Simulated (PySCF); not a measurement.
C4H8OSSi

```yaml
atoms:
  - { symbol: C, position_ang: [2.5410, 0.3757, 0.4748] }
  - { symbol: C, position_ang: [2.1189, -0.0383, -0.7105] }
  - { symbol: Si, position_ang: [0.3649, 0.1371, -1.3455] }
  - { symbol: O, position_ang: [-0.5052, 1.0278, -0.2928] }
  - { symbol: C, position_ang: [-1.7826, 0.5662, 0.0417] }
  - { symbol: C, position_ang: [-1.7784, -0.9498, 0.1711] }
  - { symbol: S, position_ang: [-0.8462, -1.6489, -1.2326] }
  - { symbol: H, position_ang: [3.5630, 0.2570, 0.8007] }
  - { symbol: H, position_ang: [1.8742, 0.8607, 1.1690] }
  - { symbol: H, position_ang: [2.8185, -0.5135, -1.3845] }
  - { symbol: H, position_ang: [0.2511, 0.6491, -2.7051] }
  - { symbol: H, position_ang: [-2.0701, 1.0329, 0.9888] }
  - { symbol: H, position_ang: [-2.4919, 0.8719, -0.7361] }
  - { symbol: H, position_ang: [-2.7854, -1.3588, 0.1462] }
  - { symbol: H, position_ang: [-1.2762, -1.2609, 1.0870] }
```

Geometry: GFN2-xTB.

Level of theory: PBE0/pcSseg-1, SCF density, gas phase, non-relativistic in PySCF 2.14.0.

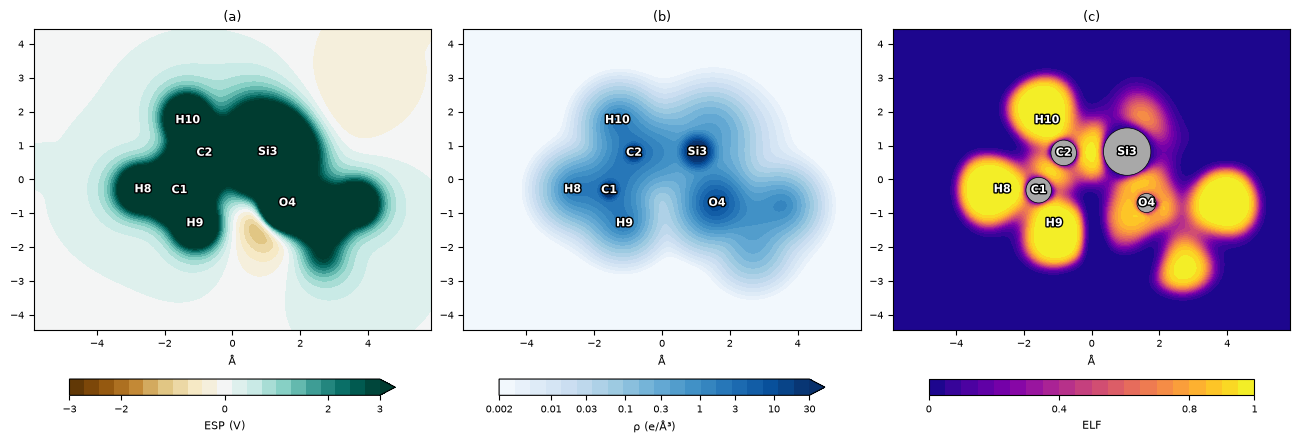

Figure 1. (a) molecular electrostatic potential; (b) total electron density; (c) electron localisation function on the plane of atoms C2, C1 and H8. Grey discs cover the atomic cores in the ELF map.

> Interpret the plot.

Atoms in the plane: C, Si, O and H. C–C (1.32 Å): ρ at the midpoint is about 2.3 e/Å³; the ELF peaks at about 0.90 between the atoms: a short, multiple covalent bond. Si–O (1.63 Å): the density is about 1.2 e/Å³ at the midpoint; the ELF peaks at about 0.85 between the atoms: a shared but strongly polarised pair. C–Si (1.87 Å): ρ at the midpoint is about 0.97 e/Å³; the ELF peaks at about 0.95 between the atoms, as expected for localised, covalent bonding. C–H (1.08 Å): ρ is about 2 e/Å³ halfway; the ELF climbs to about 1 towards the hydrogen, as it does in any bond to H; a covalent bond by its length. The ELF also peaks beside O4, away from the bonds: lone-pair regions. Outside the dense part of the molecule the potential is most negative (−1.2 V) near O4.

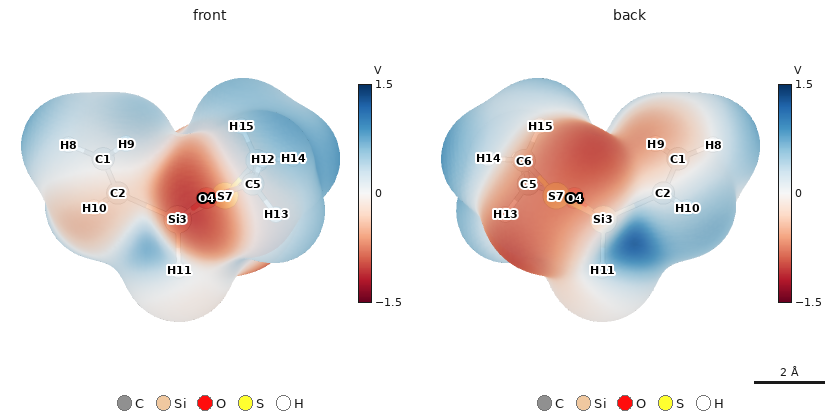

Figure 2. The molecular electrostatic potential painted on the density surface at 0.001 e/bohr³, seen from the front and from behind; red is negative and blue positive.

> Where is the surface potential most negative and most positive?

The most negative region (about −1.0 V) lies over O4, the most positive (about +1.1 V) over Si3. O4 is the likeliest acceptor of a hydrogen bond.
